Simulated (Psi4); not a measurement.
**Geometry relaxation of O₂ (part 4 of 4)**

O₂, multiplicity 3; PBE/def2-SVP, UKS (Psi4 1.11). The geometry comes from this level: PBE0-D4/def2-TZVP.

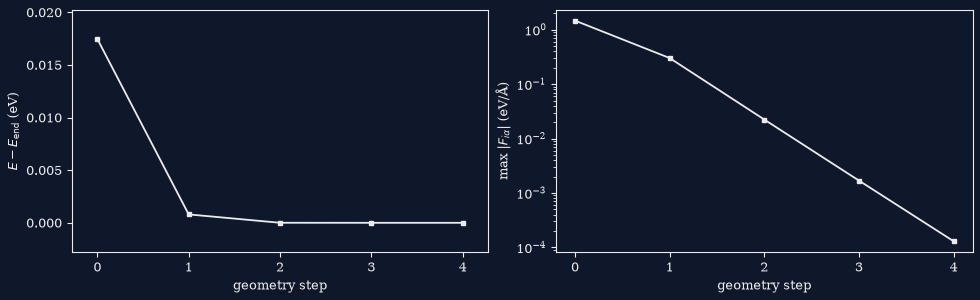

Fig. 1: Progress of the relaxation, step by step (steps are counted from 0). The energy falls by 0.017 eV in 4 geometry steps. The largest force component goes from 1.5 to 0.00013 eV/Å. The largest moves after the best rigid fit, 0.010 Å, are those of O1 and O2. Distances before and after: O1–O2 1.193 → 1.214 Å. (Atoms are counted from 1 in the order of the input.)

This output came from the following input.

Input (job.inp):
```
memory 1.6 GB

molecule molecule1 {
  0 3
  O      0.509550    -0.164850     0.262450
  O     -0.509550     0.164850    -0.262450
  symmetry c1
}

set basis def2-SVP
set reference uks
set puream true
set scf_type df
set dft_radial_points 99
set dft_spherical_points 590
set df_basis_scf cc-pvtz-jkfit
set g_convergence gau_tight
set geom_maxiter 50
set maxiter 100

e_tot, wfn = optimize("pbe", return_wfn=True)
print_variables()
```

Command:
```bash
psi4 job.inp job.out -n 1
```

Key numbers:

```tsv
quantity	value
outcome	converged
total energy	−150.065849 hartree
basis functions	28
⟨S²⟩	2.003
dipole moment	0.00 D
hardware	1 thread of Intel Xeon @ 2.70GHz, 189 GiB of memory available, shared host
wall time	13 s
peak memory	0.32 GiB
```
